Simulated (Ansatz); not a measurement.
## SnO2 (P4_2/mnm): the host for defect calculations

Aim: the runs on the perfect crystal SnO2 (P4_2/mnm) that a defect calculation needs first.

Calculated with Ansatz 0.2.0; plane-wave PAW DFT, r2SCAN; relaxation of the defect-free supercell from random displacements, a test of the host's stability; PAW set soft_1.

### Step 1. Set-up

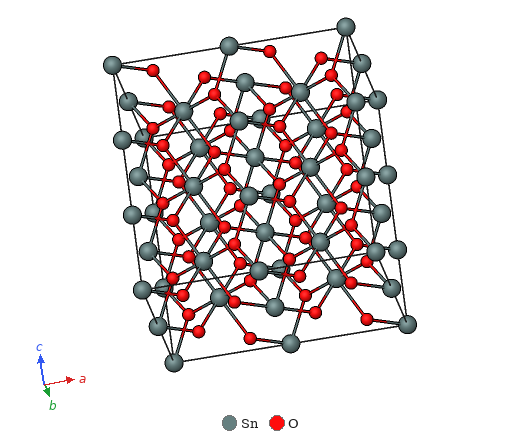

The starting structure, seen from a free direction (tin teal, oxygen red). Some periodic images of atoms are drawn too.

The cell holds 72 atoms: 24 Sn and 48 O. Its edges and angles: a = 9.516 Å, b = 9.516 Å, c = 9.602 Å, α = 90.0°, β = 90.0°, γ = 90.0°.

### Step 2. Defect free supercell relaxed from displaced atoms

The input displaces the atoms at random before the relaxation, so that it can leave a symmetric saddle if there is one.

The input, pristine.rattled/input.yaml:

```yaml
crystal:
  lattice:
    - [9.5155030781, 0.0, 0.0]
    - [0.0, 9.5155030781, 0.0]
    - [0.0, 0.0, 9.6020443896]
  atoms:
    - { symbol: Sn, position: [0.25, 0.25, 0.1666666667] }
    - { symbol: Sn, position: [0.0, 0.0, 0.0] }
    - { symbol: O, position: [0.0970286166, 0.4029713834, 0.1666666667] }
    - { symbol: O, position: [0.4029713834, 0.0970286166, 0.1666666667] }
    - { symbol: O, position: [0.1529713834, 0.1529713834, 0.0] }
    - { symbol: O, position: [0.3470286166, 0.3470286166, 0.0] }
    - { symbol: Sn, position: [0.25, 0.25, 0.5] }
    - { symbol: Sn, position: [0.0, 0.0, 0.3333333333] }
    - { symbol: O, position: [0.0970286166, 0.4029713834, 0.5] }
    - { symbol: O, position: [0.4029713834, 0.0970286166, 0.5] }
    - { symbol: O, position: [0.1529713834, 0.1529713834, 0.3333333333] }
    - { symbol: O, position: [0.3470286166, 0.3470286166, 0.3333333333] }
    - { symbol: Sn, position: [0.25, 0.25, 0.8333333333] }
    - { symbol: Sn, position: [0.0, 0.0, 0.6666666667] }
    - { symbol: O, position: [0.0970286166, 0.4029713834, 0.8333333333] }
    - { symbol: O, position: [0.4029713834, 0.0970286166, 0.8333333333] }
    - { symbol: O, position: [0.1529713834, 0.1529713834, 0.6666666667] }
    - { symbol: O, position: [0.3470286166, 0.3470286166, 0.6666666667] }
    - { symbol: Sn, position: [0.25, 0.75, 0.1666666667] }
    - { symbol: Sn, position: [0.0, 0.5, 0.0] }
    - { symbol: O, position: [0.0970286166, 0.9029713834, 0.1666666667] }
    - { symbol: O, position: [0.4029713834, 0.5970286166, 0.1666666667] }
    - { symbol: O, position: [0.1529713834, 0.6529713833, 0.0] }
    - { symbol: O, position: [0.3470286166, 0.8470286167, 0.0] }
    - { symbol: Sn, position: [0.25, 0.75, 0.5] }
    - { symbol: Sn, position: [0.0, 0.5, 0.3333333333] }
    - { symbol: O, position: [0.0970286166, 0.9029713834, 0.5] }
    - { symbol: O, position: [0.4029713834, 0.5970286166, 0.5] }
    - { symbol: O, position: [0.1529713834, 0.6529713833, 0.3333333333] }
    - { symbol: O, position: [0.3470286166, 0.8470286167, 0.3333333333] }
    - { symbol: Sn, position: [0.25, 0.75, 0.8333333333] }
    - { symbol: Sn, position: [0.0, 0.5, 0.6666666667] }
    - { symbol: O, position: [0.0970286166, 0.9029713834, 0.8333333333] }
    - { symbol: O, position: [0.4029713834, 0.5970286166, 0.8333333333] }
    - { symbol: O, position: [0.1529713834, 0.6529713833, 0.6666666667] }
    - { symbol: O, position: [0.3470286166, 0.8470286167, 0.6666666667] }
    - { symbol: Sn, position: [0.75, 0.25, 0.1666666667] }
    - { symbol: Sn, position: [0.5, 0.0, 0.0] }
    - { symbol: O, position: [0.5970286166, 0.4029713834, 0.1666666667] }
    - { symbol: O, position: [0.9029713834, 0.0970286166, 0.1666666667] }
    - { symbol: O, position: [0.6529713833, 0.1529713834, 0.0] }
    - { symbol: O, position: [0.8470286167, 0.3470286166, 0.0] }
    - { symbol: Sn, position: [0.75, 0.25, 0.5] }
    - { symbol: Sn, position: [0.5, 0.0, 0.3333333333] }
    - { symbol: O, position: [0.5970286166, 0.4029713834, 0.5] }
    - { symbol: O, position: [0.9029713834, 0.0970286166, 0.5] }
    - { symbol: O, position: [0.6529713833, 0.1529713834, 0.3333333333] }
    - { symbol: O, position: [0.8470286167, 0.3470286166, 0.3333333333] }
    - { symbol: Sn, position: [0.75, 0.25, 0.8333333333] }
    - { symbol: Sn, position: [0.5, 0.0, 0.6666666667] }
    - { symbol: O, position: [0.5970286166, 0.4029713834, 0.8333333333] }
    - { symbol: O, position: [0.9029713834, 0.0970286166, 0.8333333333] }
    - { symbol: O, position: [0.6529713833, 0.1529713834, 0.6666666667] }
    - { symbol: O, position: [0.8470286167, 0.3470286166, 0.6666666667] }
    - { symbol: Sn, position: [0.75, 0.75, 0.1666666667] }
    - { symbol: Sn, position: [0.5, 0.5, 0.0] }
    - { symbol: O, position: [0.5970286166, 0.9029713834, 0.1666666667] }
    - { symbol: O, position: [0.9029713834, 0.5970286166, 0.1666666667] }
    - { symbol: O, position: [0.6529713833, 0.6529713833, 0.0] }
    - { symbol: O, position: [0.8470286167, 0.8470286167, 0.0] }
    - { symbol: Sn, position: [0.75, 0.75, 0.5] }
    - { symbol: Sn, position: [0.5, 0.5, 0.3333333333] }
    - { symbol: O, position: [0.5970286166, 0.9029713834, 0.5] }
    - { symbol: O, position: [0.9029713834, 0.5970286166, 0.5] }
    - { symbol: O, position: [0.6529713833, 0.6529713833, 0.3333333333] }
    - { symbol: O, position: [0.8470286167, 0.8470286167, 0.3333333333] }
    - { symbol: Sn, position: [0.75, 0.75, 0.8333333333] }
    - { symbol: Sn, position: [0.5, 0.5, 0.6666666667] }
    - { symbol: O, position: [0.5970286166, 0.9029713834, 0.8333333333] }
    - { symbol: O, position: [0.9029713834, 0.5970286166, 0.8333333333] }
    - { symbol: O, position: [0.6529713833, 0.6529713833, 0.6666666667] }
    - { symbol: O, position: [0.8470286167, 0.8470286167, 0.6666666667] }
basis:
  ecutwfc: 500
  xc_grid: 2
hamiltonian:
  xc: r2scan
  pseudopotentials: { kind: paw, azcp: { folder: soft_1 } }
kpoints:
  mp_grid: { grid: [1, 1, 1], shift: [0.25, 0.25, 0.25] }
scf:
  occupations: { method: fermi_dirac, width: 0.01 }
  max_iter: 80
output:
  forces: true
relax:
  f_tol: 0.01
  max_steps: 120
  random_displacement: { amplitude: 0.08, seed: 7983 }
checkpoint:
  write: "../pristine.rattled.run"
  compress: false
  write_wavefunctions: false
  write_every: 100000
```

Command:

```sh
$ ansatz run input.yaml --threads 4 --pin off --max-ram 7536MiB --backend cpu --events-out ev --progress --plain --runs-dir out
```

Numbers of over 12 decimals in the logs are rounded to 6 here.

The log of the run:

```text
[... repeated set-up lines and file paths are left out, and long positions are rounded to six places ...]
Engine: ansatz 0.2.0, aarch64-unknown-linux-gnu
Pseudopotentials: kind: paw
Pseudopotential: Sn, paw, valence charge 14, recommended cutoff 500 eV (meta_gga), soft_1/Sn.paw.azcp
Pseudopotential: O, paw, valence charge 6, recommended cutoff 500 eV (meta_gga), soft_1/O.paw.azcp
Functional definition: r2SCAN
  parameter k0 = 0.174
  parameter k1 = 0.065
  parameter a1 = 4.9479
  exchange = r2scan_x(k0 = k0, k1 = k1, a1 = a1)
  correlation = r2scan_c
Crystal: 72 atoms, lattice volume = 869.415 Å³
Basis set: ecut = 500 eV, 22119 PW (Γ), exchange–correlation on 144×144×144 points (8 copies of the dense FFT grid, shifted against one another)
Bands: 384, of which v1, the nominal top of the filled ones, is band 312 counted from 1 (311 counted from 0)
Symmetry: 1 space group operations
k-points: 1
Non-local potential: Sn, projectors of the file, l = 0: 2, l = 1: 2, l = 2: 2, l = 3: 1
Non-local potential: O, projectors of the file, l = 0: 2, l = 1: 2, l = 2: 1
PAW form: soft (Blöchl's): semilocal exchange-correlation on the pseudo side does not see the compensation charge
PAW frozen core: Sn, regenerated for the run's functional (the file was generated under x = pbe(κ = 0.804, μ = 0.219515), c = pbe(β = 0.066725))
PAW frozen core: O, regenerated for the run's functional (the file was generated under x = pbe(κ = 0.804, μ = 0.219515), c = pbe(β = 0.066725))
PAW one-centre angular grid: Sn, 590 points (default); XC on 160 Gauss nodes
PAW one-centre angular grid: O, 302 points (default); XC on 160 Gauss nodes
Initial density: superposition of atomic densities (chi_scale 0.1, normalization cell, long waves kept (reshape's long-wave potential 0.11 eV rms))
Initial wavefunctions: pseudopotential atomic-orbital guess
Functional: x = r2scan, c = r2scan; τ floored in thin density (d = 2e-4 eV/Å³)
SCF iter   1: F=—  HF=-172229.938565 eV  |F-HF|=—  |Δ(HF+E_count)|=         —  Δρ=8.37e-2  dr2=4.92e1  dr2_τ=6.28e0  ethr=3.10e-3  ⟨swp⟩=5.0  Hψ=1372  notcnv=0  defer=49
preconditioner: auto → Resta (q_TF=auto, 2.582 Å⁻¹)  ε∞=3.2  [insulator: Δε(μ)=2.949 eV  Ē_g=21.074 eV  σ=0.010 eV  W_gap=1.00  n_scr=250 (ndim 8)  ℏωp=31.5 eV  f_vac=0.000  D(μ)=0.00/eV (n_scr^D=0)  ε∞_Penn≈3.2]
SCF iter   2: F=—  HF=-172225.136575 eV  |F-HF|=—  |Δ(HF+E_count)|=    4.80e0  Δρ=4.09e-2  dr2=7.76e0  dr2_τ=8.12e-1  ethr=3.10e-3  ⟨swp⟩=2.0  Hψ=637  notcnv=0  defer=68
SCF iter   3: F=—  HF=-172226.735705 eV  |F-HF|=—  |Δ(HF+E_count)|=    1.60e0  Δρ=1.37e-2  dr2=1.27e0  dr2_τ=9.52e-2  ethr=1.24e-3  ⟨swp⟩=3.0  Hψ=626  notcnv=0  defer=45
automatic band count: iteration 3 solves 361 bands in place of 384: the levels show a gap, and the empty bands left out lie too high to hold charge; the band table lists the bands solved (type scf.n_extra_bands for more)
SCF iter   4: F=—  HF=-172226.848064 eV  |F-HF|=—  |Δ(HF+E_count)|=   1.12e-1  Δρ=2.70e-3  dr2=3.41e-2  dr2_τ=5.44e-3  ethr=2.04e-4  ⟨swp⟩=2.0  Hψ=508  notcnv=0  defer=45
SCF iter   5: F=—  HF=-172226.862466 eV  |F-HF|=—  |Δ(HF+E_count)|=   1.44e-2  Δρ=9.46e-4  dr2=5.11e-3  dr2_τ=7.12e-4  ethr=5.46e-6  ⟨swp⟩=2.0  Hψ=492  notcnv=0  defer=45
SCF iter   6: F=—  HF=-172226.863032 eV  |F-HF|=—  |Δ(HF+E_count)|=   5.66e-4  Δρ=3.98e-4  dr2=9.47e-4  dr2_τ=1.19e-4  ethr=8.20e-7  ⟨swp⟩=2.0  Hψ=589  notcnv=0  defer=45
SCF iter   7: F=—  HF=-172226.864226 eV  |F-HF|=—  |Δ(HF+E_count)|=   1.19e-3  Δρ=9.44e-5  dr2=5.84e-5  dr2_τ=4.70e-6  ethr=1.52e-7  ⟨swp⟩=2.0  Hψ=485  notcnv=0  defer=45
SCF iter   8: F=—  HF=-172226.864234 eV  |F-HF|=—  |Δ(HF+E_count)|=   7.52e-6  Δρ=3.55e-5  dr2=8.37e-6  dr2_τ=1.09e-6  ethr=9.37e-9  ⟨swp⟩=2.0  Hψ=628  notcnv=0  defer=45
SCF iter   9: F=-172226.864233 eV  HF=-172226.864233 eV  |F-HF|=5.26e-8  |Δ(HF+E_count)|=   3.75e-7  Δρ=6.51e-6  dr2=2.97e-7  dr2_τ=2.43e-8  ethr=4.01e-10  ⟨swp⟩=4.0  Hψ=1133  notcnv=0
SCF 1 converged in 9 iterations: F = -172226.864233 eV  dr2 = 2.97e-7
  greatest PAW one-centre occupation: 0.996 electrons in one spin orbital (limit 2), on the Sn atom at site 13 (counted from 0), in its partial waves of l = 2
relax step   1: F+E_penalty+E_count = -172226.86423340 eV  Δ(F+E_penalty+E_count) = +0.000e0 eV  max|allowed force component| = 3.356e0 eV/Å  Δτ_max = 0.0000 Å  (9 SCF iters, dr2 threshold 2.50e-6 eV, accepted)
[...]
relax step   2: F+E_penalty+E_count = -172230.14605114 eV  Δ(F+E_penalty+E_count) = -3.282e0 eV  max|allowed force component| = 1.293e0 eV/Å  Δτ_max = 0.1476 Å  (7 SCF iters, dr2 threshold 1.00e-4 eV, accepted)
relax step   3: F+E_penalty+E_count = -172230.81646614 eV  Δ(F+E_penalty+E_count) = -6.704e-1 eV  max|allowed force component| = 2.160e-2 eV/Å  Δτ_max = 0.0794 Å  (6 SCF iters, dr2 threshold 1.00e-4 eV, accepted)
relax step   4: F+E_penalty+E_count = -172230.81647581 eV  Δ(F+E_penalty+E_count) = -9.669e-6 eV  max|allowed force component| = 2.096e-2 eV/Å  Δτ_max = 0.0000 Å  (4 SCF iters, accepted)
[...]
relax step   5: F+E_penalty+E_count = -172230.81695181 eV  Δ(F+E_penalty+E_count) = -4.760e-4 eV  max|allowed force component| = 1.948e-3 eV/Å  Δτ_max = 0.0031 Å  (6 SCF iters, accepted)
[...]
E_nonlocal   = 5974.855560
  E_hartree    = 17457.859839
  E_xc         = -6154.041816
  E_vxc        = -6909.461979  (∫ρ·V_xc dr)
  E_paw        = -113523.424306  (= ΣΔE_a)
  E_vpaw       = -10351.046875  (= ΣTr[D̂ρ^β])
  E_aug_tail   = 0.014703  (compensation charges beyond the density's cutoff)
  E_vtau       = 433.187827  (kinetic-family band-sum trace: ∫τ·v_τ [+ j·A + Jᵃ·Aᵃ] dr)
  E_ewald      = -50004.085901
  E_core_change = 16.114535  (= ΣΔE_core)
  E_smearing   = -0.000000  (= −TS)
  E_closure    = -0.000000  (closes the sum)
  Σ components = -172230.816952   (vs F -172230.816952, Δ=0.00e0)
--- Forces (eV/Å), atoms counted from 1 ---
  atom   1  Sn     0.00006159     0.00031324    -0.00004114
  atom   2  Sn     0.00039516     0.00009646     0.00001470
  atom   3  O      0.00071019    -0.00040447    -0.00007091
  atom   4  O     -0.00049638     0.00005025    -0.00006690
  atom   5  O     -0.00016494    -0.00001728     0.00037082
  atom   6  O     -0.00020213     0.00015882     0.00027916
  atom   7  Sn    -0.00024622     0.00011539    -0.00044464
  atom   8  Sn    -0.00043767    -0.00015872     0.00029588
  atom   9  O      0.00071443     0.00019862    -0.00007366
  atom  10  O     -0.00037712    -0.00014146    -0.00006231
  atom  11  O     -0.00043324    -0.00052406    -0.00017103
  atom  12  O      0.00014945     0.00077143     0.00005635
  atom  13  Sn     0.00032392     0.00019584    -0.00034238
  atom  14  Sn     0.00013539     0.00032785     0.00019419
  atom  15  O      0.00135836    -0.00089592     0.00022552
  atom  16  O     -0.00089763     0.00056117     0.00051275
  atom  17  O      0.00040244     0.00006740    -0.00010319
  atom  18  O     -0.00056475     0.00029796     0.00030257
  atom  19  Sn    -0.00040586     0.00007949    -0.00031761
  atom  20  Sn     0.00001133    -0.00005476    -0.00022441
  atom  21  O      0.00045649    -0.00011502    -0.00019499
  atom  22  O     -0.00032818     0.00023318     0.00032392
  atom  23  O      0.00032307     0.00021167     0.00024618
  atom  24  O     -0.00014745    -0.00021501    -0.00020531
[...]
atom  65  O     -0.00036040    -0.00078825    -0.00014043
  atom  66  O      0.00054545     0.00048797     0.00000052
  atom  67  Sn     0.00027230     0.00016153    -0.00017597
  atom  68  Sn    -0.00034674     0.00013880    -0.00001112
  atom  69  O      0.00162543    -0.00081279    -0.00029363
  atom  70  O     -0.00195778     0.00072120     0.00002700
  atom  71  O      0.00057543     0.00000966     0.00006281
  atom  72  O     -0.00045203    -0.00048807     0.00028717
  max |Σ_I F_I| component: 1.75e-3 eV/Å
--- Relaxed structure (5 steps of the walk, 5 accepted, 0 SCFs on fresh bases) ---
  F+E_penalty+E_count = -172230.81695181 eV   max|allowed force component| = 1.948e-3 eV/Å
  atoms:
    - { symbol: Sn, position: [0.249529, 0.250436, 0.166062] }
    - { symbol: Sn, position: [-0.000469, 0.000433, -0.000605] }
    - { symbol: O, position: [0.096559, 0.403394, 0.166063] }
    - { symbol: O, position: [0.402509, 0.097494, 0.166064] }
    - { symbol: O, position: [0.152490, 0.153371, -0.000595] }
    - { symbol: O, position: [0.346573, 0.347496, -0.000618] }
    - { symbol: Sn, position: [0.249531, 0.250438, 0.499401] }
    - { symbol: Sn, position: [-0.000463, 0.000438, 0.332726] }
    - { symbol: O, position: [0.096555, 0.403388, 0.499398] }
    - { symbol: O, position: [0.402508, 0.097493, 0.499400] }
    - { symbol: O, position: [0.152491, 0.153378, 0.332744] }
    - { symbol: O, position: [0.346576, 0.347490, 0.332718] }
    - { symbol: Sn, position: [0.249525, 0.250437, 0.832730] }
    - { symbol: Sn, position: [-0.000471, 0.000436, 0.666061] }
    - { symbol: O, position: [0.096553, 0.403396, 0.832728] }
    - { symbol: O, position: [0.402508, 0.097489, 0.832726] }
    - { symbol: O, position: [0.152481, 0.153378, 0.666076] }
    - { symbol: O, position: [0.346583, 0.347491, 0.666052] }
    - { symbol: Sn, position: [0.249539, 0.750440, 0.166064] }
    - { symbol: Sn, position: [-0.000467, 0.500444, -0.000602] }
    - { symbol: O, position: [0.096559, 0.903386, 0.166064] }
    - { symbol: O, position: [0.402502, 0.597481, 0.166060] }
    - { symbol: O, position: [0.152489, 0.653378, -0.000592] }
    - { symbol: O, position: [0.346571, 0.847505, -0.000615] }
    - { symbol: Sn, position: [0.249535, 0.750442, 0.499397] }
    - { symbol: Sn, position: [-0.000463, 0.500445, 0.332730] }
    - { symbol: O, position: [0.096555, 0.903387, 0.499398] }
    - { symbol: O, position: [0.402502, 0.597481, 0.499396] }
    - { symbol: O, position: [0.152497, 0.653383, 0.332743] }
    - { symbol: O, position: [0.346575, 0.847509, 0.332720] }
    - { symbol: Sn, position: [0.249531, 0.750437, 0.832728] }
    - { symbol: Sn, position: [-0.000470, 0.500446, 0.666062] }
    - { symbol: O, position: [0.096549, 0.903385, 0.832728] }
    - { symbol: O, position: [0.402503, 0.597480, 0.832725] }
    - { symbol: O, position: [0.152480, 0.653390, 0.666070] }
    - { symbol: O, position: [0.346577, 0.847502, 0.666052] }
    - { symbol: Sn, position: [0.749537, 0.250441, 0.166058] }
    - { symbol: Sn, position: [0.499529, 0.000439, -0.000602] }
[...]
- { symbol: Sn, position: [0.749541, 0.250440, 0.499392] }
    - { symbol: Sn, position: [0.499533, 0.000445, 0.332733] }
[...]
- { symbol: Sn, position: [0.749537, 0.250437, 0.832728] }
    - { symbol: Sn, position: [0.499534, 0.000440, 0.666064] }
[...]
- { symbol: Sn, position: [0.749523, 0.750438, 0.166067] }
    - { symbol: Sn, position: [0.499528, 0.500432, -0.000608] }
[...]
- { symbol: Sn, position: [0.749529, 0.750444, 0.499397] }
    - { symbol: Sn, position: [0.499528, 0.500431, 0.332727] }
    - { symbol: O, position: [0.596550, 0.903384, 0.499394] }
    - { symbol: O, position: [0.902509, 0.597496, 0.499395] }
    - { symbol: O, position: [0.652483, 0.653378, 0.332745] }
    - { symbol: O, position: [0.846566, 0.847507, 0.332718] }
    - { symbol: Sn, position: [0.749525, 0.750437, 0.832733] }
    - { symbol: Sn, position: [0.499534, 0.500433, 0.666060] }
    - { symbol: O, position: [0.596544, 0.903385, 0.832734] }
    - { symbol: O, position: [0.902518, 0.597501, 0.832731] }
    - { symbol: O, position: [0.652481, 0.653378, 0.666075] }
    - { symbol: O, position: [0.846565, 0.847511, 0.666053] }
[key lines of the parts left out:]
SCF converged after 2 iterations
Free energy (F): -172230.816952 eV
Fermi energy:    10.275810 eV
```

The job ended after 3.9 min (4 threads of Arm Neoverse N1, shared host; peak memory 2.4 GiB).

Relaxation path:

| step | energy less that of the first step (eV) | largest force component (eV/Å) |
| --- | --- | --- |
| 1 | 0.0000 | 3.3563 |
| 2 | -3.2818 | 1.2927 |
| 3 | -3.9522 | 0.0216 |
| 4 | -3.9522 | 0.0210 |
| 5 | -3.9527 | 0.0019 |

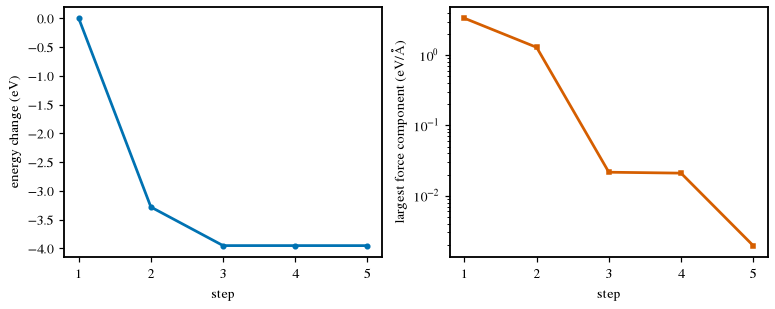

Energy and largest force along the relaxation.

The relaxation ends 55 meV an atom lower than the displaced start, with a largest force component of 0.0019 eV/Å.

### Step 3. Summary of results

```json
{
  "symmetric supercell less the displaced and relaxed one": "0.000 eV"
}
```

In words: The energy fell by 3.953 eV from the randomly displaced start; the atoms end within 0.005 Å of the sites as typed, once the mean shift is taken out. The displaced cell ends within 0.01 eV of the symmetric one, so no lower structure shows in this supercell. All at zero temperature.

[Logs are printed without paths, hosts, clocks, repeated set-up lines and the standing remarks that a program may print on its own settings, such as how far it seeks lower states.]

[Hosts, paths, dates, database ids (printed as entryN), source tags and the programs' standing remarks are cut or masked in the printed files.]

[Runs of the host that timed out are not shown.]

[For some hosts the program warned that the k-mesh of the response run may be too coarse for force constants and the static dielectric constant; such warnings are not always shown.]
